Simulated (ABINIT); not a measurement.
# CdS (Hawleyite): G0W0 in ABINIT against the bands in the self-energy, part 2 of 2

Aim: move the bands in the self-energy of a G0W0 run on CdS (Hawleyite) over a wide range.

ABINIT 10.8.3; PBE and many-body steps on it, plane waves. Known limits of the many-body steps: not at the basis limit; no spin-orbit coupling; coarse k mesh.

So far. Step 2 (Screening, 4×4×4 mesh, 331 bands, screening to 272.1 eV): Local fields lower ε∞ by 6 %. On a Γ-centred mesh this coarse the value itself is usually too large, while a short band sum pulls it down.

## Step 6: 93 bands

Level of this step: G0W0 on PBE, plane waves, norm-conserving pseudopotentials (ABINIT).

The self-energy is evaluated for the states that the input lists, and the levels follow from it, in one-shot runs by the linearised quasiparticle equation.

run.abi reads:

```
acell 3*1.0 Angstrom
rprim 
  -0.000000000000 2.916500000000 2.916500000000
  2.916500000000 -0.000000000000 2.916500000000
  2.916500000000 2.916500000000 -0.000000000000
ntypat 2
znucl 48 16
natom 2
typat 1 2
xred 
  0.000000000000 0.000000000000 0.000000000000
  0.250000000000 0.250000000000 0.250000000000
pp_dirpath "pseudos"
pseudos "Cd.upf, S.upf"
ecut 47
ngkpt 4 4 4
nshiftk 1
shiftk 0 0 0
kptopt 1
chksymbreak 0
istwfk *1
occopt 1
irdwfk 1
optdriver 4
nband 93
gwcalctyp 0
ecutsigx 47
symsigma 1
nkptgw 1
kptgw 
  0.0000000000 0.0000000000 0.0000000000
bdgw 
  11 17
ecuteps 10
irdscr 1
ppmodel 1
indata_prefix "in"
outdata_prefix "out"
tmpdata_prefix "tmp"
```

Run with:

```console
> OMP_NUM_THREADS=1 mpirun -n 8 abinit run.abi > log
```

Log:

```text
.Version 10.8.3 of ABINIT. v10.8.2 released Aug 2026.

 Symmetries : space group F-4 3 m (#216); Bravais cF (face-center cubic)
[... echo of the input left out ...]
== DATASET  1 ==================================================================
-   mpi_nproc: 8, omp_nthreads: 1 (-1 if OMP is not activated)

--- !DatasetInfo
iteration_state: {dtset: 1, }
dimensions: {natom: 2, nkpt: 8, mband: 93, nsppol: 1, nspinor: 1, nspden: 1, mpw: 5180, }
cutoff_energies: {ecut:  47.0, pawecutdg:  -1.0, }
[...]
15  10.897 -10.642  -5.801  -4.277   0.810  -0.235 -10.185   0.457  11.354
       16  10.897 -10.642  -5.801  -4.277   0.810  -0.235 -10.185   0.457  11.354
       17  10.897 -10.642  -5.801  -4.277   0.810  -0.235 -10.185   0.457  11.354

== END DATASET(S) ==============================================================
================================================================================

 -outvars: echo values of variables after computation  --------
           etotal      0.0000000000E+00
            nband          93
             nkpt           8
          spgroup         216
 [... the other variables as echoed above ...]

 Calculation completed.
```

Wall time 13 s (8 MPI ranks of AMD EPYC 7R43, shared host); peak memory 2.6 GiB; 1.7 min of CPU time.

This step gave:

- G0W0 gap on the points computed: 2.057 eV
- starting gap on the mesh: 1.145 eV
- k of the valence top: 0, 0, 0
- k of the conduction bottom: 0, 0, 0
- least direct G0W0 gap on the computed points: 2.057 eV

The gap on the mesh goes from 1.14 eV to 2.06 eV, a correction of +0.91 eV.

## Step 7: 199 bands

Edit run.abi of step 6 so:

```diff
@@ -24,3 +24,3 @@
 optdriver 4
-nband 93
+nband 199
 gwcalctyp 0
```

Log:

```text
.Version 10.8.3 of ABINIT. v10.8.2 released Aug 2026.

 Symmetries : space group F-4 3 m (#216); Bravais cF (face-center cubic)
[... echo of the input left out ...]
== DATASET  1 ==================================================================
-   mpi_nproc: 8, omp_nthreads: 1 (-1 if OMP is not activated)

--- !DatasetInfo
iteration_state: {dtset: 1, }
dimensions: {natom: 2, nkpt: 8, mband: 199, nsppol: 1, nspinor: 1, nspden: 1, mpw: 5180, }
cutoff_energies: {ecut:  47.0, pawecutdg:  -1.0, }
[...]
15  10.897 -10.642  -5.801  -4.440   0.809  -0.236 -10.318   0.325  11.222
       16  10.897 -10.642  -5.801  -4.440   0.809  -0.236 -10.318   0.325  11.222
       17  10.897 -10.642  -5.801  -4.440   0.809  -0.236 -10.318   0.325  11.222

== END DATASET(S) ==============================================================
================================================================================

 -outvars: echo values of variables after computation  --------
           etotal      0.0000000000E+00
            nband         199
             nkpt           8
          spgroup         216
 [... the other variables as echoed above ...]

 Calculation completed.
```

Elapsed: 24 s, on 8 MPI ranks; peak memory 3.1 GiB.

Numbers from this step:

```
G0W0 gap on the points computed              : 2.139 eV
starting gap on the mesh                     : 1.145 eV
k of the valence top                         : 0, 0, 0
k of the conduction bottom                   : 0, 0, 0
least direct G0W0 gap on the computed points : 2.139 eV
```

Against the run before, the gap moves by +0.082 eV.

## Step 8: 331 bands

Edit run.abi of step 7 so:

```diff
@@ -24,3 +24,3 @@
 optdriver 4
-nband 199
+nband 331
 gwcalctyp 0
```

Log:

```text
.Version 10.8.3 of ABINIT. v10.8.2 released Aug 2026.

 Symmetries : space group F-4 3 m (#216); Bravais cF (face-center cubic)
[... echo of the input left out ...]
== DATASET  1 ==================================================================
-   mpi_nproc: 8, omp_nthreads: 1 (-1 if OMP is not activated)

--- !DatasetInfo
iteration_state: {dtset: 1, }
dimensions: {natom: 2, nkpt: 8, mband: 331, nsppol: 1, nspinor: 1, nspden: 1, mpw: 5180, }
cutoff_energies: {ecut:  47.0, pawecutdg:  -1.0, }
[...]
15  10.897 -10.642  -5.801  -4.488   0.809  -0.236 -10.357   0.285  11.183
       16  10.897 -10.642  -5.801  -4.488   0.809  -0.236 -10.357   0.285  11.183
       17  10.897 -10.642  -5.801  -4.488   0.809  -0.236 -10.357   0.285  11.183

== END DATASET(S) ==============================================================
================================================================================

 -outvars: echo values of variables after computation  --------
           etotal      0.0000000000E+00
            nband         331
             nkpt           8
          spgroup         216
 [... the other variables as echoed above ...]

 Calculation completed.
```

Elapsed: 37 s, on 8 MPI ranks; peak memory 4 GiB; 4.9 min of CPU time.

This step gave:

```
G0W0 gap on the points computed              : 2.165 eV
starting gap on the mesh                     : 1.145 eV
k of the valence top                         : 0, 0, 0
k of the conduction bottom                   : 0, 0, 0
least direct G0W0 gap on the computed points : 2.165 eV
```

Against the run before, the gap moves by +0.026 eV.

## Step 9: Side by side

Times are wall times on 8 MPI ranks of AMD EPYC 7R43, shared host, good to a factor of about two. A run's time includes the screening step that it read.

| run | mesh | bands | screening cutoff (eV) | DFT gap (eV) | gap on the mesh (eV) | direct (eV) | ε∞ used | time |
| --- | --- | --- | --- | --- | --- | --- | --- | --- |
| 21 bands | 4×4×4 | 21 | 272.1 | 1.145 | 1.880 | 1.880 | 11.06 | 2.4 min |
| 23 bands | 4×4×4 | 23 | 272.1 | 1.145 | 1.888 | 1.888 | 11.06 | 2.4 min |
| 41 bands | 4×4×4 | 41 | 272.1 | 1.145 | 1.966 | 1.966 | 11.06 | 2.4 min |
| 93 bands | 4×4×4 | 93 | 272.1 | 1.145 | 2.057 | 2.057 | 11.06 | 2.5 min |
| 199 bands | 4×4×4 | 199 | 272.1 | 1.145 | 2.139 | 2.139 | 11.06 | 2.7 min |
| 331 bands | 4×4×4 | 331 | 272.1 | 1.145 | 2.165 | 2.165 | 11.06 | 2.9 min |

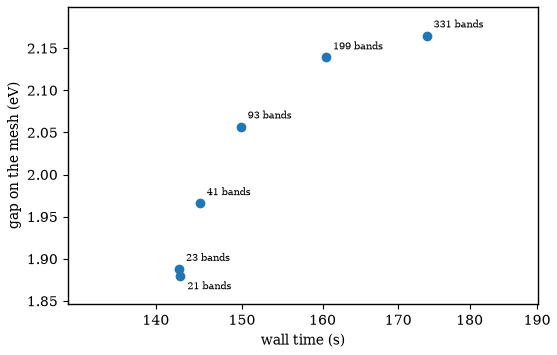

Result against wall time.

## Step 10: Results

```
21 bands     : 1.880 eV
23 bands     : 1.888 eV
41 bands     : 1.966 eV
93 bands     : 2.057 eV
199 bands    : 2.139 eV
331 bands    : 2.165 eV
known limits : not at the basis limit; no spin-orbit coupling; coarse k mesh
```

**Reading.** The setting moved: bands in the self-energy. From 21 bands to 331 bands the gap moves by +0.29 eV. The last step still moves it by +0.026 eV. Bands and screening cutoff are coupled, so a series along one setting does not show full convergence. Bands and cutoff are finite, so the gap is not at the basis limit. The miss can reach some tenths of an eV and take either sign; the mesh is an error of its own. In the G0W0 runs levels were corrected at 1 k point alone, so a gap called «on the mesh» is the least over those, and an edge elsewhere would be missed. The 4×4×4 mesh is coarse for this cell, which bears on the long-range parts of exchange and screening. The many-body steps are scalar-relativistic: spin-orbit coupling is not in them.

[Paths, hosts, dates, memory and timing lines, banners, echoed tables and standing remarks are left out of the program output.]

[Logs are printed without paths, hosts, clocks, repeated set-up lines and the standing remarks that a program may print on its own settings, such as how far it seeks lower states.]

[Runs of the session that timed out or met a known fault of the program may be left out.]

[Hosts, paths, dates, database ids (printed as entryN), source tags and the programs' standing remarks are cut or masked in the printed files.]

[G0W0 gaps are taken among the corrected bands and points alone; a level outside them can change the order at an edge.]

[Where Ansatz stands beside ABINIT at settings called matched, ABINIT's density can come from a denser mesh and the files from another edition; pairs whose starting gaps differed by over 0.03 eV were left out, so agreement reads better than it is.]
